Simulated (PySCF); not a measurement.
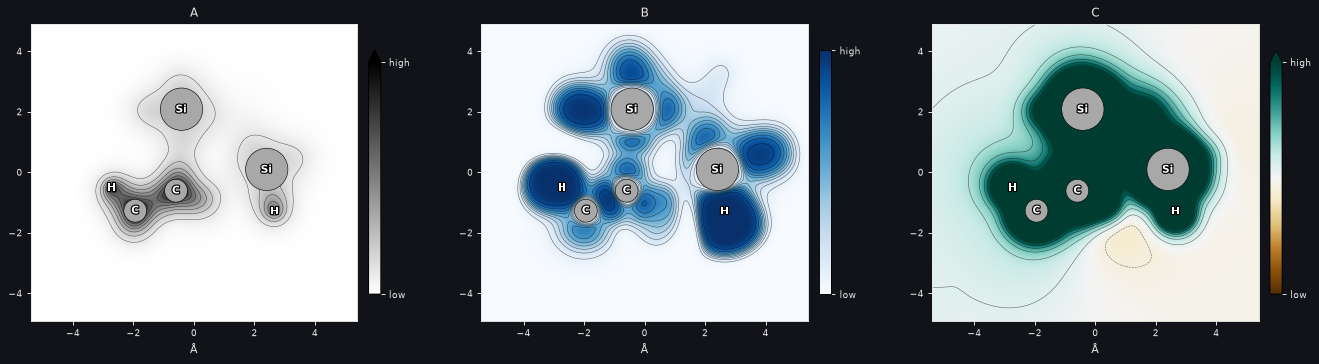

C₄H₁₀O₂Si₃: 3 fields on the plane of atoms C2, C1 and H10, with unlabelled colour scales. Grey discs cover the atomic cores.

Geometry: GFN2-xTB.

The calculation used PBE0/pcSseg-1, SCF density, gas phase, non-relativistic in PySCF.

Match the panels to the quantities (electron density, electron localisation function and electrostatic potential).

Answer. Panel A: electron density. Panel B: electron localisation function. Panel C: electrostatic potential (strongly positive close to the atoms and fading to about zero outside).
